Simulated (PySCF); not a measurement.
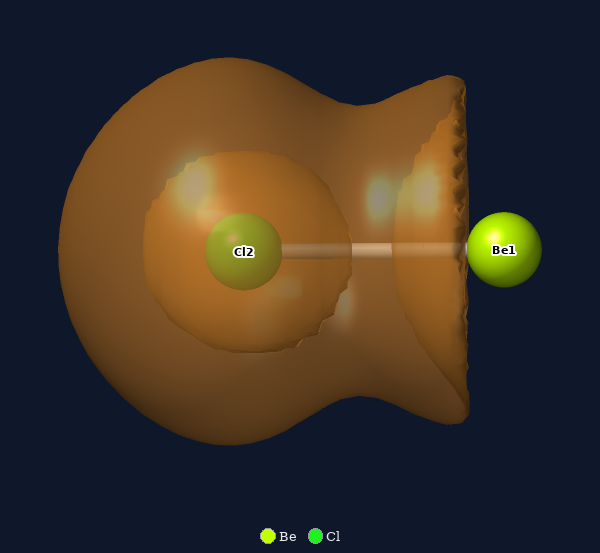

The picture shows: BeCl (charge +1). Isosurface of the ELF at 0.75 (orange), seen from one side. Core shells and regions of very low density are left out.

Theory: PBE0/aug-pcseg-1, non-relativistic, at a bond length of 1.733 Å (PySCF).

Question: Where are the electrons localised?

Answer: The ELF exceeds this value in one region wrapped around Cl (its valence shell). Along the contacts the grid gives the following. Be–Cl (1.73 Å): the ELF peaks at about 0.85 in the valence shell of Cl, 0.8 Å from its nucleus, and is about 0.85 at the midpoint.
